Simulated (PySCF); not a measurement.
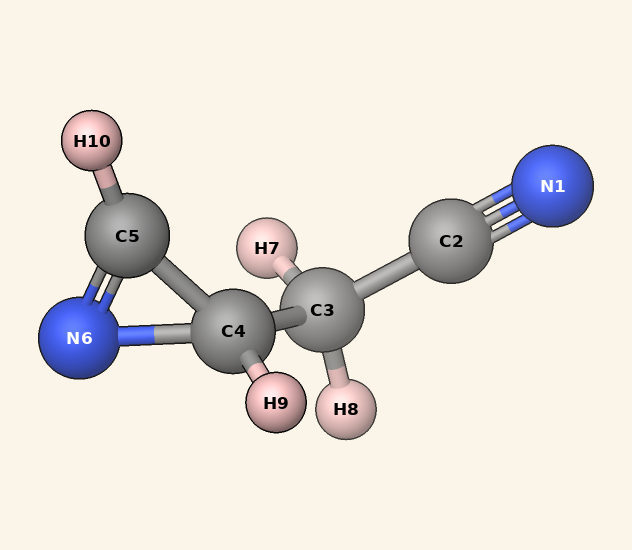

Depth is shown by fading: the farther an atom, the more it takes the colour of the background. The computed structure is the end point of a PBE0-D3(BJ)/def2-SVP optimisation. No frequency run is at hand to confirm it as a minimum.

Question: Which atoms or bonds are stereogenic?

Answer: Centres: C4.

Question: Give the R/S and E/Z labels.

Answer: C4: S (priorities N6 > C5 > C3 > H9).

Question: Write the isomeric SMILES.

Answer: N#CC[C@H]1C=N1
